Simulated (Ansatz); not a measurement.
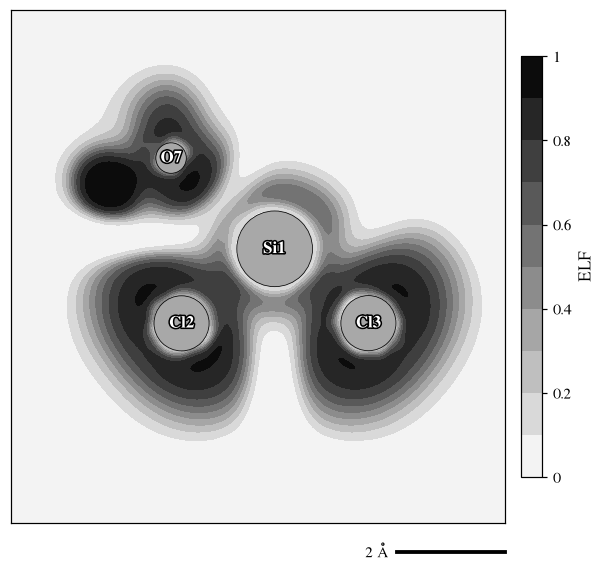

The picture shows: Cl3HSi···H2O. ELF on the plane of atoms Cl2, Si1 and Cl3. Grey discs cover the atomic cores.

Theory: UKS revPBE/6-31G in Ansatz.

| atom | x (Å) | y (Å) | z (Å) |
| --- | --- | --- | --- |
| Si | -0.0376 | -0.1438 | -0.9484 |
| Cl | 1.6070 | -1.4112 | -0.2097 |
| Cl | -0.1640 | -0.6948 | -3.0863 |
| Cl | -2.0030 | -0.7596 | -0.1641 |
| H | 0.2271 | 1.3256 | -0.9700 |
| H | 0.8993 | 0.3331 | 1.9571 |
| O | 0.1497 | 0.7193 | 1.4472 |
| H | -0.6783 | 0.6315 | 1.9742 |

**What does the map show?**

The section cuts through Si, Cl and O sites.
Si1···O7 (2.55 Å): the ELF is about 0.15 at the midpoint.
Si–Cl (2.20 Å): the ELF peaks at about 0.80 between the atoms, as expected for a polar covalent bond.
The ELF also peaks beside Cl3 and Cl2, away from the bonds: lone-pair regions.
